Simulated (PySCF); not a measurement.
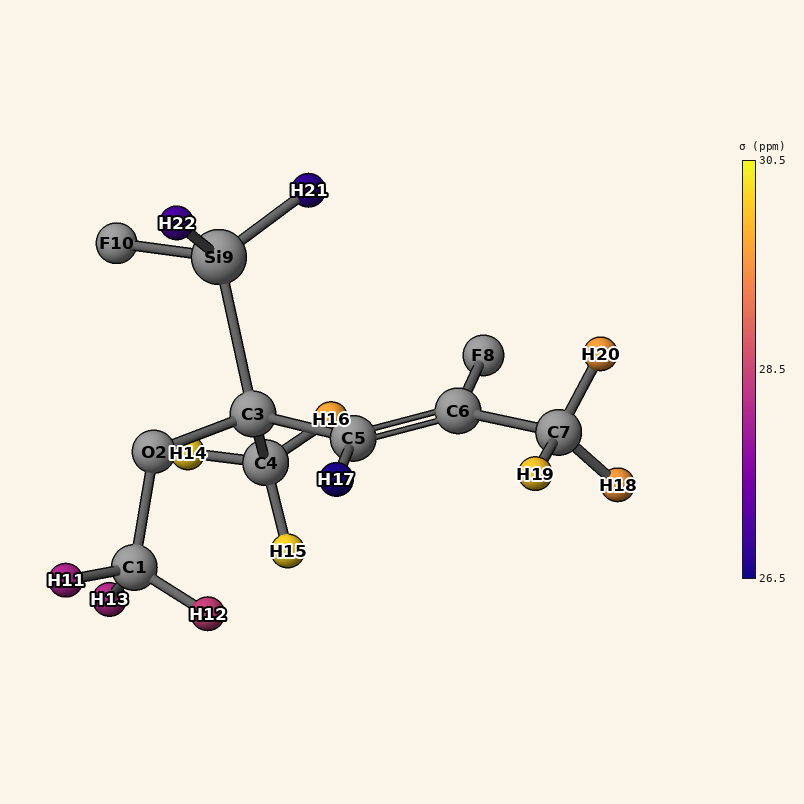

Atoms are coloured by their isotropic NMR shieldings (H only, the others grey). The geometry was computed by an optimisation with GFN2-xTB. No frequency run is at hand to confirm it as a minimum. Properties computed with GIAO PBE0/pcSseg-1 NMR shielding, non-relativistic, gas phase (PySCF 2.14.0).

List the isotropic NMR shieldings of the H atoms.

```
atom  σ (ppm)
 H11    28.09
 H12    28.44
 H13    28.16
 H14    30.14
 H15    30.14
 H16    29.68
 H17    26.60
 H18    29.57
 H19    30.01
 H20    29.59
 H21    26.75
 H22    26.97
```

The geometry is semi-empirical. Around Si such bond lengths and angles can be off by a tenth of an ångström or more and by several degrees, and values that hang on the shape move with them.
